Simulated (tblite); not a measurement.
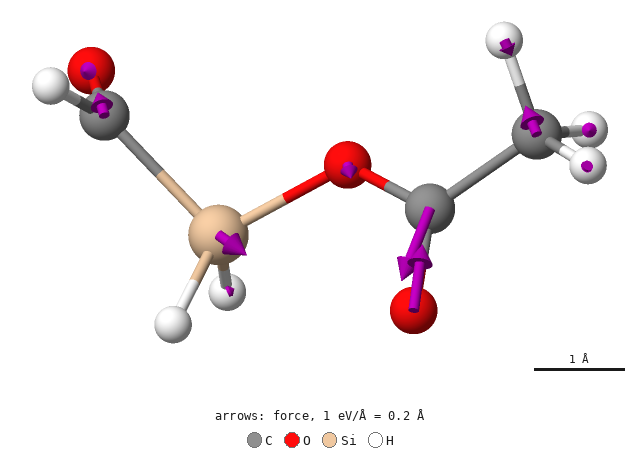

Starting geometry of C3H6O3Si with the computed forces as purple arrows. Style: ball-and-stick. Shown from a free direction.

Theory: GFN2-xTB geometry optimisation, gas phase in tblite. 

What follows when this structure is relaxed?

Answer. It isn't relaxed: the largest force vector, on a C atom, is 4.58 eV/Å. The final displacements have little in common with the starting forces (cosine between the two patterns 0.18). The energy falls by 14.3 kcal/mol in 104 geometry steps. The atom that moves furthest after the best rigid fit is an H atom (1.54 Å). Largest moves by element: H 1.54 Å, O 1.14 Å, C 0.18 Å, Si 0.15 Å. Some distances before and after: C–Si 1.850 → 1.917 Å, C–O 1.265 → 1.199 Å, O–Si 1.718 → 1.659 Å, C–H 1.127 → 1.086 Å. Bond angles that change, for instance: O–Si–C 105.9° → 99.4°, Si–C–O 116.9° → 123.0°, H–Si–H 107.8° → 113.8°. Groups turn about C–Si by about 85°, O–Si by about 35°.
